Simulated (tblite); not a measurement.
**Geometry relaxation, with input and output: CH$_{4}$F$_{3}$OPSi$_{2}$**

System: CH$_{4}$F$_{3}$OPSi$_{2}$, multiplicity 3.
Method: GFN2-xTB geometry optimisation, gas phase (tblite 0.8.0).

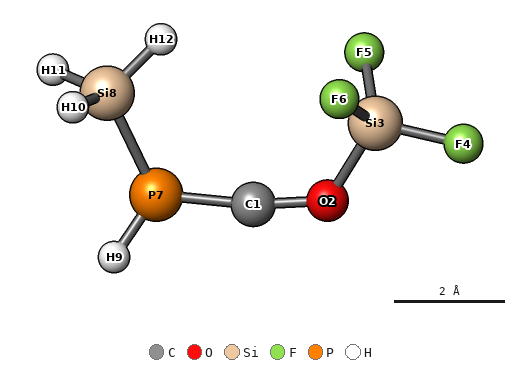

Fig. 1: The starting structure (ball-and-stick view, seen at a tilt; atoms are numbered from 1 in the order of the input). Bond lengths as drawn: C–O 1.37 Å, C–P 1.81 Å, F–Si 1.66 to 1.69 Å, H–P 1.38 Å, H–Si 1.40 to 1.43 Å, O–Si 1.78 Å and P–Si 2.19 Å.

### The input
```
{"job": {"kind": "relax", "xc": "GFN2-xTB", "basis": "xTB"}, "charge": 0, "multiplicity": 3}
C      1.183409    -1.887143    -0.603776
O      1.578424    -1.569616    -1.880198
Si     2.121095     0.036223    -2.414048
F      2.617330    -0.038986    -3.998865
F      0.849888     1.140191    -2.228785
F      3.407749     0.542515    -1.435597
P      0.554275    -2.047412     1.086925
Si     0.861315    -0.288323     2.361379
H      0.732112    -3.274342     1.700748
H      2.028282    -0.489673     3.168292
H     -0.257439    -0.144398     3.219910
H      1.026230     0.858363     1.572605
```

The first line tells a small driver script what to run in tblite; the rest is the geometry in Å.

Run as:
```bash
OMP_NUM_THREADS=1 python <driver script> task.json out
```

### The program's output
```
step      E/eV     max force
  0    -773.33560    4.201
  1    -774.10256    2.820
  2    -774.91557    3.518
  3    -775.10535    1.321
  4    -775.22188    1.759
  5    -775.54865    2.199
  6    -775.63050    1.359
  7    -775.69750    0.494
  8    -775.71272    0.604
  9    -775.75411    0.664
 10    -775.77504    0.384
 11    -775.79176    0.327
 12    -775.80152    0.299
 13    -775.81176    0.322
 14    -775.82050    0.260
 15    -775.82807    0.275
 16    -775.83257    0.215
 17    -775.83552    0.192
 18    -775.83888    0.235
 19    -775.84342    0.214
 20    -775.84753    0.161
 21    -775.85018    0.127
 22    -775.85201    0.142
 23    -775.85400    0.140
 24    -775.85701    0.143
 25    -775.86062    0.183
 26    -775.86324    0.133
 27    -775.86466    0.103
 28    -775.86581    0.105
 29    -775.86744    0.132
 30    -775.86974    0.180
 31    -775.87192    0.165
 32    -775.87323    0.087
 33    -775.87392    0.064
 34    -775.87453    0.073
 35    -775.87543    0.104
 36    -775.87660    0.102
 37    -775.87773    0.091
 38    -775.87841    0.054
 39    -775.87874    0.039
 40    -775.87890    0.034
 41    -775.87905    0.037
 42    -775.87934    0.046
 43    -775.87982    0.060
 44    -775.88044    0.067
 45    -775.88096    0.053
 46    -775.88123    0.036
 47    -775.88139    0.039
 48    -775.88164    0.042
 49    -775.88216    0.068
 50    -775.88293    0.079
 51    -775.88355    0.053
 52    -775.88385    0.048
 53    -775.88409    0.045
 54    -775.88435    0.050
 55    -775.88481    0.062
 56    -775.88563    0.069
 57    -775.88652    0.071
 58    -775.88712    0.058
 59    -775.88752    0.038
 60    -775.88776    0.045
 61    -775.88806    0.046
 62    -775.88860    0.058
 63    -775.88929    0.057
 64    -775.88965    0.044
 65    -775.88983    0.022
 66    -775.88995    0.022
 67    -775.89000    0.021
 68    -775.89005    0.020
 69    -775.89019    0.022
 70    -775.89035    0.027
 71    -775.89055    0.036
 72    -775.89068    0.029
 73    -775.89076    0.017
 74    -775.89080    0.017
 75    -775.89084    0.018
 76    -775.89091    0.025
 77    -775.89103    0.026
 78    -775.89116    0.028
 79    -775.89125    0.025
 80    -775.89133    0.023
 81    -775.89143    0.023
 82    -775.89154    0.027
 83    -775.89169    0.032
 84    -775.89189    0.033
 85    -775.89220    0.055
 86    -775.89264    0.075
 87    -775.89318    0.075
 88    -775.89368    0.053
 89    -775.89399    0.120
 90    -775.89468    0.102
 91    -775.89549    0.083
 92    -775.89683    0.236
 93    -775.89825    0.152
 94    -775.90000    0.128
 95    -775.90061    0.114
 96    -775.90135    0.090
 97    -775.90265    0.061
 98    -775.90345    0.055
 99    -775.90397    0.076
100    -775.90421    0.151
101    -775.90447    0.099
102    -775.90506    0.055
103    -775.90527    0.044
104    -775.90551    0.039
105    -775.90572    0.038
106    -775.90599    0.051
107    -775.90622    0.048
108    -775.90641    0.032
109    -775.90650    0.037
110    -775.90661    0.026
111    -775.90669    0.023
112    -775.90681    0.025
113    -775.90699    0.035
114    -775.90726    0.044
115    -775.90754    0.043
116    -775.90786    0.056
117    -775.90801    0.035
118    -775.90816    0.040
119    -775.90828    0.033
120    -775.90841    0.027
121    -775.90846    0.027
122    -775.90858    0.026
123    -775.90872    0.032
124    -775.90884    0.035
125    -775.90892    0.032
126    -775.90895    0.027
127    -775.90904    0.041
128    -775.90912    0.030
129    -775.90927    0.025
130    -775.90937    0.025
131    -775.90945    0.021
132    -775.90950    0.017
133    -775.90955    0.018
134    -775.90961    0.018
135    -775.90971    0.028
136    -775.90983    0.039
137    -775.90997    0.040
138    -775.91012    0.033
139    -775.91030    0.043
140    -775.91044    0.032
141    -775.91062    0.034
142    -775.91084    0.031
143    -775.91124    0.038
144    -775.91182    0.059
145    -775.91247    0.127
146    -775.91335    0.069
147    -775.91432    0.044
148    -775.91456    0.098
149    -775.91521    0.059
150    -775.91575    0.042
151    -775.91651    0.047
152    -775.91710    0.082
153    -775.91770    0.075
154    -775.91909    0.084
155    -775.92005    0.077
156    -775.91907    0.163
157    -775.92117    0.078
158    -775.92158    0.072
159    -775.92258    0.051
160    -775.92317    0.137
161    -775.92373    0.068
162    -775.92418    0.048
163    -775.92486    0.054
164    -775.92511    0.057
165    -775.92535    0.038
166    -775.92557    0.046
167    -775.92580    0.044
168    -775.92591    0.039
169    -775.92603    0.026
170    -775.92613    0.031
171    -775.92626    0.035
172    -775.92639    0.031
173    -775.92652    0.030
174    -775.92665    0.045
175    -775.92681    0.055
176    -775.92708    0.058
177    -775.92749    0.042
178    -775.92772    0.033
179    -775.92790    0.035
180    -775.92791    0.063
181    -775.92806    0.027
182    -775.92816    0.021
183    -775.92840    0.033
184    -775.92853    0.068
185    -775.92870    0.038
186    -775.92891    0.037
187    -775.92907    0.089
188    -775.92929    0.041
189    -775.92941    0.025
190    -775.92945    0.035
191    -775.92952    0.015
192    -775.92956    0.014
193    -775.92964    0.020
194    -775.92969    0.023
195    -775.92975    0.028
196    -775.92987    0.032
197    -775.93011    0.041
198    -775.93036    0.044
199    -775.93061    0.053
200    -775.93083    0.067
201    -775.93083    0.067
202    -775.93312    0.060
203    -775.93352    0.018
204    -775.93373    0.015
205    -775.93378    0.012
206    -775.93378    0.017
207    -775.93379    0.005
```

### Trajectory as extended XYZ (Å, eV, eV/Å), 9 of the 27 frames kept, from step=0 to step=207
```
12
Properties=species:S:1:pos:R:3:forces:R:3 step=0 energy=-773.33560
C     1.1834   -1.8871   -0.6038   -0.1040  -0.9300   1.2600
O     1.5784   -1.5696   -1.8802    0.3880   3.1110   1.2320
Si    2.1211    0.0362   -2.4140   -0.3360  -1.0300   0.6240
F     2.6173   -0.0390   -3.9989   -0.8640   0.1120   2.6110
F     0.8499    1.1402   -2.2288    2.2440  -1.7120  -0.3270
F     3.4077    0.5425   -1.4356   -2.1510  -0.6320  -1.6480
P     0.5543   -2.0474    1.0869   -0.6980   0.9240  -4.0380
Si    0.8613   -0.2883    2.3614    0.7810  -0.6420   0.4200
H     0.7321   -3.2743    1.7007    0.8890  -0.1640  -0.2240
H     2.0283   -0.4897    3.1683    0.6170   0.0080   0.4920
H    -0.2574   -0.1444    3.2199   -0.8900  -0.0610   0.5250
H     1.0262    0.8584    1.5726    0.1230   1.0140  -0.9270
12
Properties=species:S:1:pos:R:3:forces:R:3 step=24 energy=-775.85701
C     1.5021   -1.9706   -0.4112   -0.0460   0.0820  -0.0780
O     1.5578   -1.3396   -1.5745    0.0320   0.0110   0.1280
Si    2.0630    0.0094   -2.2443   -0.0210  -0.0910   0.0770
F     2.4255   -0.3407   -3.7333   -0.0050   0.0010   0.0060
F     0.9775    1.1554   -2.2442   -0.0750  -0.0170  -0.0230
F     3.3120    0.6586   -1.5246    0.1010   0.0410  -0.0290
P     0.2920   -1.9749    0.8013    0.0690  -0.0630  -0.0830
Si    0.8928   -0.3268    2.2792   -0.0770  -0.0670  -0.0990
H     0.7824   -3.0670    1.5182   -0.0400   0.0580  -0.0160
H     2.1041   -0.6066    3.0376    0.1120  -0.0440   0.0590
H    -0.2745   -0.2515    3.1493   -0.0390   0.0500   0.0960
H     1.0679    0.8918    1.4951   -0.0090   0.0370  -0.0360
12
Properties=species:S:1:pos:R:3:forces:R:3 step=48 energy=-775.88164
C     1.5634   -1.9176   -0.3176    0.0150  -0.0320   0.0160
O     1.7227   -1.3038   -1.4673    0.0010  -0.0190  -0.0110
Si    2.0977    0.0282   -2.2337   -0.0030   0.0210  -0.0090
F     2.3927   -0.4012   -3.7175    0.0030   0.0070  -0.0020
F     0.9294    1.0914   -2.2293   -0.0220  -0.0020  -0.0120
F     3.3594    0.8021   -1.6761    0.0230   0.0000  -0.0070
P     0.2339   -1.9619    0.7643   -0.0120   0.0280  -0.0080
Si    0.8551   -0.3643    2.2774    0.0320   0.0130   0.0230
H     0.6405   -3.0763    1.4926   -0.0080  -0.0250   0.0150
H     2.1186   -0.6998    2.9392   -0.0330   0.0040  -0.0150
H    -0.2206   -0.1998    3.2532   -0.0050  -0.0330   0.0030
H     1.0098    0.8404    1.4634    0.0100   0.0380   0.0070
12
Properties=species:S:1:pos:R:3:forces:R:3 step=80 energy=-775.89133
C     1.6419   -1.8998   -0.2956   -0.0110   0.0080  -0.0070
O     1.9269   -1.3525   -1.4560   -0.0130   0.0190   0.0020
Si    2.1176   -0.0142   -2.2790    0.0160   0.0070   0.0040
F     2.3959   -0.4507   -3.7636   -0.0030  -0.0140   0.0000
F     0.8614    0.9441   -2.2412    0.0080  -0.0140  -0.0090
F     3.3352    0.8757   -1.8005   -0.0050   0.0070  -0.0020
P     0.2366   -1.8060    0.6844    0.0030   0.0100   0.0040
Si    0.8567   -0.3516    2.3353   -0.0070   0.0140  -0.0020
H     0.4342   -2.9788    1.4116   -0.0040  -0.0110   0.0010
H     2.1433   -0.7257    2.9219    0.0130   0.0000   0.0120
H    -0.1985   -0.3581    3.3475    0.0010  -0.0140  -0.0030
H     0.9513    0.9550    1.6837    0.0020  -0.0120   0.0000
12
Properties=species:S:1:pos:R:3:forces:R:3 step=104 energy=-775.90551
C     1.6624   -1.6307   -0.2217    0.0130  -0.0030   0.0180
O     2.0613   -1.1697   -1.3784   -0.0190   0.0070   0.0000
Si    2.1622   -0.0585   -2.4957    0.0050   0.0030   0.0070
F     2.6486   -0.7925   -3.8005    0.0070   0.0150  -0.0100
F     0.8162    0.7070   -2.8087    0.0230  -0.0150   0.0060
F     3.2261    1.0605   -2.1491   -0.0330  -0.0170  -0.0110
P     0.2068   -1.4637    0.6696   -0.0040   0.0100   0.0120
Si    0.8610   -0.4338    2.5957   -0.0100   0.0200  -0.0170
H     0.1328   -2.7534    1.2096    0.0020   0.0080  -0.0130
H     2.2050   -0.8482    2.9940    0.0190  -0.0150   0.0130
H    -0.1135   -0.7792    3.6305   -0.0020   0.0000  -0.0090
H     0.8338    0.9995    2.3033   -0.0010  -0.0140   0.0020
12
Properties=species:S:1:pos:R:3:forces:R:3 step=128 energy=-775.90912
C     1.6964   -1.4848   -0.1806    0.0010   0.0020  -0.0030
O     2.1801   -1.0623   -1.3197    0.0070   0.0030  -0.0050
Si    2.1778   -0.1160   -2.5848    0.0100  -0.0060   0.0080
F     2.7858   -0.9407   -3.7806    0.0010  -0.0050   0.0000
F     0.7708    0.4506   -3.0230   -0.0110   0.0000  -0.0060
F     3.1076    1.1432   -2.3645   -0.0080   0.0080   0.0070
P     0.2270   -1.1917    0.6539   -0.0150   0.0070  -0.0150
Si    0.8763   -0.4817    2.7145    0.0150  -0.0150   0.0220
H    -0.0827   -2.5017    1.0446    0.0000  -0.0130   0.0020
H     2.2371   -0.9184    3.0247    0.0030  -0.0070  -0.0010
H    -0.0683   -1.0358    3.6853   -0.0070   0.0110  -0.0070
H     0.7949    0.9768    2.6790    0.0030   0.0160  -0.0020
12
Properties=species:S:1:pos:R:3:forces:R:3 step=160 energy=-775.92317
C     1.7405   -1.4560   -0.1731   -0.0350   0.0220  -0.0130
O     2.2359   -1.0128   -1.3006    0.0200  -0.0060  -0.0250
Si    2.1178   -0.1050   -2.5910    0.0540   0.0810  -0.0010
F     3.0927   -0.7401   -3.6538   -0.0580   0.0280   0.0330
F     0.6729    0.0275   -3.2203    0.0900   0.0010   0.0190
F     2.6149    1.3750   -2.3171   -0.0740  -0.1120  -0.0310
P     0.2649   -1.1527    0.6496    0.0130  -0.0050   0.0340
Si    0.9283   -0.5187    2.7315   -0.0260   0.0140   0.0030
H    -0.0836   -2.4662    0.9920   -0.0130  -0.0110   0.0190
H     2.0129   -1.3627    3.2389   -0.0100   0.0400  -0.0250
H    -0.2410   -0.6280    3.6079    0.0250   0.0020  -0.0380
H     1.3466    0.8769    2.5846    0.0140  -0.0540   0.0270
12
Properties=species:S:1:pos:R:3:forces:R:3 step=184 energy=-775.92853
C     1.7313   -1.4576   -0.1874   -0.0040  -0.0130   0.0030
O     2.2436   -1.0120   -1.3075   -0.0080   0.0110  -0.0250
Si    2.0947   -0.1042   -2.5969   -0.0090   0.0320  -0.0080
F     3.2469   -0.5575   -3.5691   -0.0180   0.0050   0.0340
F     0.7190   -0.2077   -3.3704    0.0520   0.0120   0.0320
F     2.2934    1.4342   -2.2803   -0.0230  -0.0610  -0.0190
P     0.2734   -1.1237    0.6532    0.0000   0.0090   0.0170
Si    0.9591   -0.5273    2.7393    0.0270  -0.0400   0.0040
H    -0.1073   -2.4290    0.9990    0.0060   0.0110  -0.0120
H     1.8573   -1.5261    3.3251   -0.0150   0.0190  -0.0200
H    -0.2553   -0.4059    3.5456    0.0010   0.0050  -0.0010
H     1.6463    0.7542    2.5982   -0.0090   0.0110  -0.0050
12
Properties=species:S:1:pos:R:3:forces:R:3 step=207 energy=-775.93379
C     1.5923   -1.4823   -0.2080   -0.0020   0.0020   0.0000
O     2.1727   -1.0595   -1.3031    0.0000   0.0010   0.0000
Si    2.1119   -0.1496   -2.5981   -0.0010  -0.0010   0.0040
F     3.4460   -0.4599   -3.3722    0.0040  -0.0010  -0.0020
F     0.8987   -0.4125   -3.5763   -0.0030  -0.0010  -0.0020
F     2.0636    1.3972   -2.2750    0.0000   0.0010   0.0010
P     0.2113   -0.9633    0.6676    0.0020  -0.0030  -0.0010
Si    1.0247   -0.5346    2.7479   -0.0010  -0.0010  -0.0010
H    -0.3431   -2.2118    0.9819    0.0010   0.0020  -0.0010
H     1.9502   -1.5787    3.1887    0.0010  -0.0010   0.0000
H    -0.1313   -0.4627    3.6416    0.0000   0.0000   0.0000
H     1.7058    0.7550    2.6536    0.0010   0.0010   0.0000
```

### Summary

| quantity | value |
| --- | --- |
| outcome | converged |
| total energy | −775.9338 eV |
| hardware | 1 CPU thread, shared host |
| wall time | 5.4 s |
| peak memory | 0.17 GiB |
